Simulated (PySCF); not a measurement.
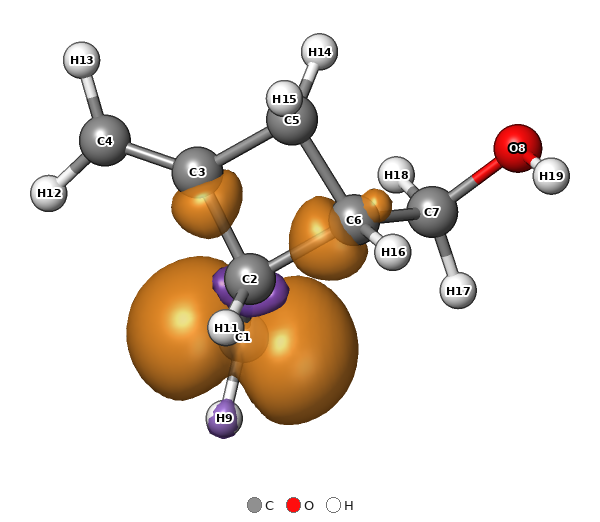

The picture shows: C7H11O (doublet). Isosurfaces of the spin density at +0.03 (orange) and −0.03 e/Å³ (purple), seen at a tilt.

Geometry: GFN2-xTB.

These are results of UKS B3LYP, pcH-1 on C H O, non-relativistic, mean-field spin-orbit, GIAO in PySCF, not measurements.

```xyz
19

C    -1.1086   -1.7093    0.0554
C    -0.6626   -0.5005    0.7292
C    -1.0956    0.8379    0.1375
C    -2.2593    1.2737   -0.2941
C     0.2951    1.3996    0.1554
C     0.8200    0.0029    0.5293
C     1.5803   -0.6905   -0.5929
O     2.8353   -0.0986   -0.8325
H    -1.5055   -2.5394    0.6061
H    -1.0944   -1.7699   -1.0153
H    -0.8934   -0.5507    1.7965
H    -3.1449    0.6633   -0.2397
H    -2.3720    2.2605   -0.7123
H     0.6607    1.7868   -0.7942
H     0.4495    2.1565    0.9241
H     1.4100   -0.0363    1.4489
H     1.6907   -1.7603   -0.3570
H     1.0347   -0.5976   -1.5335
H     3.3503   -0.1189   -0.0182
```

Question: Which atoms carry the spin?

Answer: The unpaired spin (1 electron) lies mostly on C1 (about 0.7), in electrons by Hirshfeld's partition.
